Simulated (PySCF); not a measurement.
**GaBr: from the state search to spectroscopic constants**

One job finds the state of GaBr, follows it along the bond with each method and fits the curves.

The runs use PySCF 2.14.0; Ga def2-TZVPP, Br def2-TZVPP, no relativity.

**1. The job**

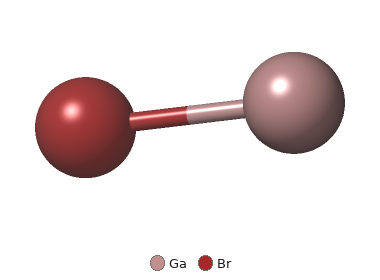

The two atoms at the starting distance (gallium pink, bromine red).

The job is set up so:

```yaml
atoms: Ga, Br
charge: 0
basis: Ga def2-TZVPP, Br def2-TZVPP
Hamiltonian: no relativity
basis_functions: 96
electrons_treated: 66
masses_in_u: 68.9256, 78.9183
levels: PBE0, PBE, r²SCAN, M06-2X, MN15, B97-3, TPSSh, CAM-B3LYP, HF, MP2, SCS-MP2, CCSD, CCSD(T)
grid: 80 radial by 434 angular points
occupations: held fixed by the projection of orbital angular momentum
dissociation_limit: Ga + Br, each in its ground configuration
starting_distance_in_angstrom: 2.320
values_of_2S_to_try: 0, 2
```

Run with:

```sh
$ OMP_NUM_THREADS=2 python dia.py task.json out
```

Further steps of the session: The PBE0 curve of the state that the search chose; Higher solutions at PBE0; PBE; r²SCAN; M06-2X (hybrid meta-GGA); MN15; B97-3; TPSSh (hybrid meta-GGA); CAM-B3LYP (range-separated hybrid); RHF; Correlated methods on the Hartree–Fock reference.

Before running it: what results should come out? Wanted: for each run, Re; ωe; De; μ.

**Answer**, as computed:

Lowest PBE0 solution found, without spin–orbit coupling: ¹Σ⁺ (singlet), closed shell. State 2 has its PBE0 minimum 3.28 eV higher. The other levels ran on the lowest alone.

| level | Re (Å) | ωe (cm⁻¹) | De (eV) | μ (D) |
| --- | --- | --- | --- | --- |
| RHF | 2.398 | 258.6 | 3.24 | -2.78 |
| RHF-MP2 | 2.355 | 276.9 | 4.50 | n/a |
| RHF-SCS-MP2 | 2.367 | 272.2 | 4.34 | n/a |
| RHF-CCSD | 2.366 | 273.4 | 4.20 | n/a |
| RHF-CCSD(T) | 2.365 | 274.0 | 4.32 | n/a |
| PBE | 2.393 | 256.8 | 4.50 | -2.46 |
| r²SCAN | 2.365 | 269.0 | 4.49 | -2.27 |
| TPSSh | 2.381 | 261.3 | 4.43 | -2.46 |
| PBE0 | 2.374 | 265.2 | 4.39 | -2.49 |
| B97-3 | 2.396 | 258.3 | 4.35 | -2.68 |
| MN15 | 2.358 | 266.8 | 4.34 | -2.41 |
| M06-2X | 2.394 | 263.1 | 4.30 | -2.58 |
| CAM-B3LYP | 2.374 | 264.2 | 4.27 | -2.65 |

De is counted to Ga + Br in their ground configurations. A positive dipole means Ga(−)Br(+).

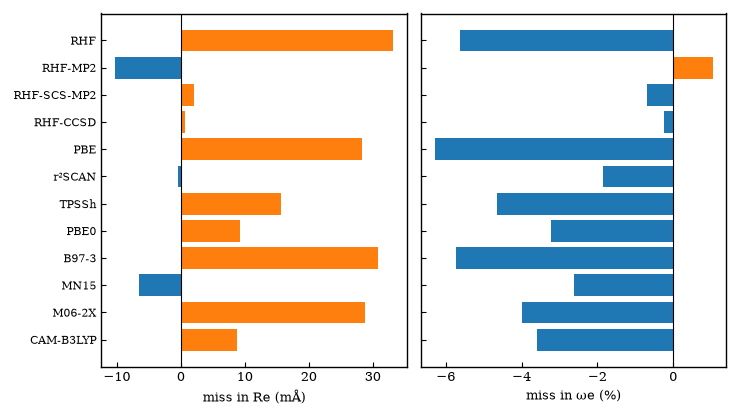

Differences in bond length and wavenumber from CCSD(T) in the same basis.

In words: Against CCSD(T) in the same basis, the bond length is nearest at r²SCAN (0 mÅ) and farthest at RHF (+33 mÅ); the wavenumber is nearest at RHF-CCSD (-0.2 %) and farthest at PBE (-6.3 %). Among the levels with a De in the table, it runs from 3.24 eV (RHF) to 4.50 eV (PBE).

Correlated steps freeze 18 core orbitals.
